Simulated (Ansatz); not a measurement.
## Electronic structure of BFH₃Si (charge −1) in real space

Input file:

```
crystal:
  periodic: [false, false, false]
  atoms:
    - { symbol: B, position_ang: [0.34024, -0.52138, -0.84622] }
    - { symbol: Si, position_ang: [-0.34669, 0.30026, 0.62713] }
    - { symbol: F, position_ang: [-0.07363, 1.94931, 1.06698] }
    - { symbol: H, position_ang: [0.12903, -1.69743, -1.03826] }
    - { symbol: H, position_ang: [0.83464, 0.07192, -1.77148] }
    - { symbol: H, position_ang: [-0.88359, -0.10268, 1.96185] }
total_charge: -1
basis:
  gaussian: { orbitals: def2-SVP }
hamiltonian:
  xc: pbe0
  dispersion: d4
relax:
  f_tol: 0.02
  max_steps: 40
scf:
  lower_state_search: "off"
output:
  orbitals: {}
```

Command:

```sh
ansatz run input.yaml --threads 1 --pin off --max-ram 2048MiB --backend cpu --events-out ev --progress --plain --runs-dir out
```

The fields are those of the relaxed geometry.

The highest occupied orbital lies above zero, a sign that basis and functional describe the outermost electron poorly.

The calculation used Ansatz, RKS PBE0-D4/def2-SVP.

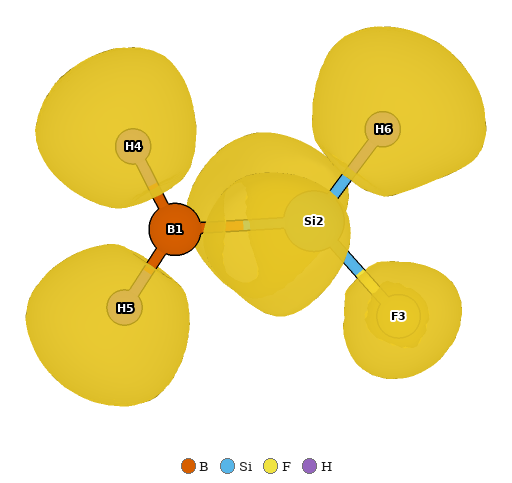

Figure 1. Isosurface of the electron localisation function at 0.75 (yellow), seen across its widest extent. Only the valence region is drawn (cores and ρ < 0.01 e/Å³ removed).

Q: Describe the localisation domains.

A: The ELF exceeds this value in three regions around hydrogen nuclei, one region wrapped around F (its lone pairs, merged into a ring or cap) and one joined region spread over several atoms (B, Si), in which their bonds and any lone pairs are merged. Along the contacts the grid gives the following. Si–F (1.68 Å): the ELF peaks at about 0.85 in the valence shell of F, 0.6 Å from its nucleus, and is about 0.50 at the midpoint. Si–B (1.84 Å): the ELF peaks at about 0.90 between the atoms, as expected for localised, covalent bonding.

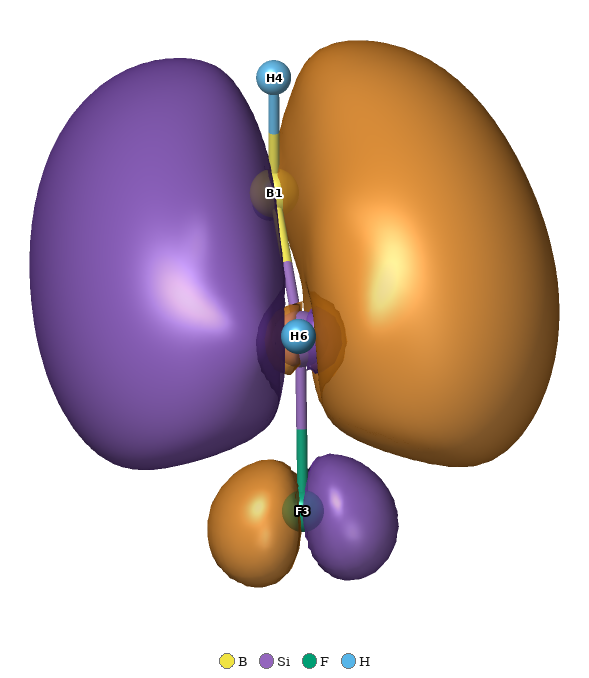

Figure 2. The HOMO at ±0.06 Å⁻³ᐟ² (orange and purple are the two phases), seen at an oblique angle.

Q: Describe this orbital and give its energy.

A: It lies mainly on Si2 (about 50 %) and B1 (about 35 %); π-bonding across Si2–B1. Its energy is 0.60 eV.

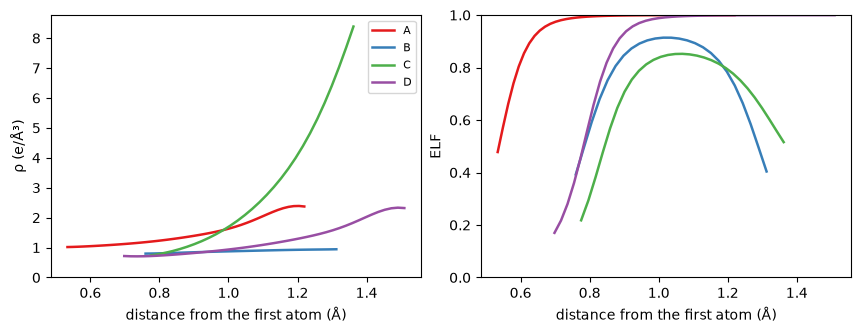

Figure 3. Total electron density and ELF along straight lines between neighbouring atoms. The curves leave out the atomic cores.

Q: Which curve belongs to which contact (B–H, Si–B, Si–F and Si–H)? The first atom named is at distance zero.

A: Curve A: B–H (1.22 Å): ρ at the midpoint is about 1.1 e/Å³; the ELF climbs to about 1 towards the hydrogen, as it does in any bond to H: a covalent bond by its length. Curve B: Si–B (1.84 Å): the density is about 0.85 e/Å³ at the midpoint; the ELF peaks at about 0.90 between the atoms; localised, covalent bonding. Curve C: Si–F (1.68 Å): the density is about 0.88 e/Å³ at the midpoint; the ELF peaks at about 0.85 in the valence shell of F, 0.6 Å from its nucleus, and is about 0.50 at the midpoint. Curve D: Si–H (1.51 Å): ρ is about 0.71 e/Å³ halfway; the ELF climbs to about 1 towards the hydrogen.

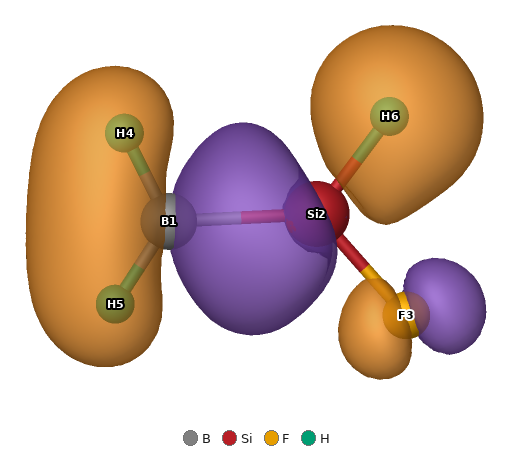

Figure 4. The HOMO−1 at ±0.08 Å⁻³ᐟ² (orange and purple are the two phases), seen across its widest extent.

Q: Describe this orbital and give its energy.

A: It lies mainly on Si2 (about 30 %), B1 (about 30 %), H6 (about 15 %), H4 (about 10 %), H5 (about 5 %) and F3 (about 5 %). Its energy is −2.73 eV.
